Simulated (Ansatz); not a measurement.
The starting structures come from a database of crystals and need not be the phases stable at ambient conditions.

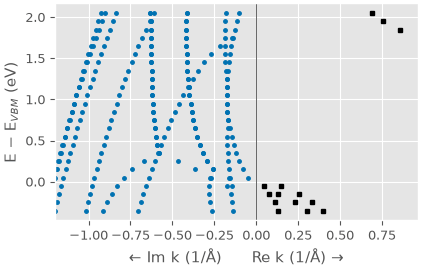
Complex bands at the centre of the two-dimensional zone; PBEsol (Ansatz, an electronic-structure program)

The gap is the functional's own. No spin-orbit coupling. Mid-gap values are interpolated on the energy grid.

Task: This is AlP (P6_3mc, wurtzite, not sure to be the ambient phase, 4 atoms a cell, 20.5 Å³ an atom) along the normal of (100). Read off the slowest decay at the centre of the two-dimensional zone at 0.95 eV, the computed energy nearest the middle of the gap.

Result: κ ≈ 0.17 1/Å, a decay length 1/(2κ) of the density of 2.9 Å.
